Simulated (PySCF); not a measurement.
CH₄O₂Si, SMILES `O=C[SiH2]O`.

PySCF calculation, B3LYP/aug-cc-pVDZ, gas phase; geometry: GFN2-xTB. No frequency check shows the geometry to be a minimum.

Cartesian coordinates (Å):

```
O1      -1.7639    0.5873   -0.0048
C2      -1.1878   -0.4754    0.0064
Si3      0.7300   -0.5453   -0.0024
O4       1.2344    0.9901    0.0053
H5      -1.7837   -1.4102    0.0211
H6       1.1754   -1.2161    1.2089
H7       1.1590   -1.2055   -1.2349
H8       0.5920    1.6998   -0.0047
```

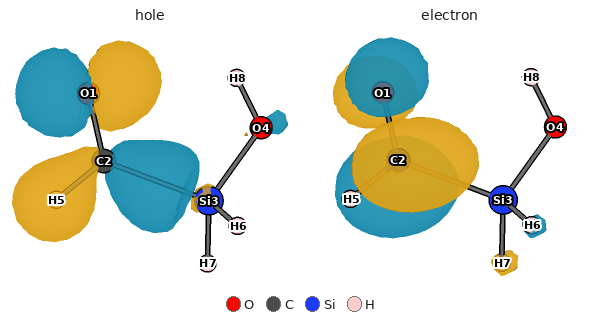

Leading natural transition orbital pair of S₁ (full linear response singlet states); the surfaces enclose about 78 % of each orbital's density.

Question: Give its energy and the atoms that hole and electron lie on.

Answer: 3.28 eV (378 nm), f = 0.001 (very weak); the leading pair carries 100 %; hole on O1 (54 %), C2 (18 %) and Si3 (12 %), electron on C2 (45 %), O1 (33 %) and Si3 (11 %); their centroids lie 0.3 Å apart. In canonical orbitals it is mainly HOMO → LUMO (99 %). The HOMO–LUMO gap is 5.03 eV.
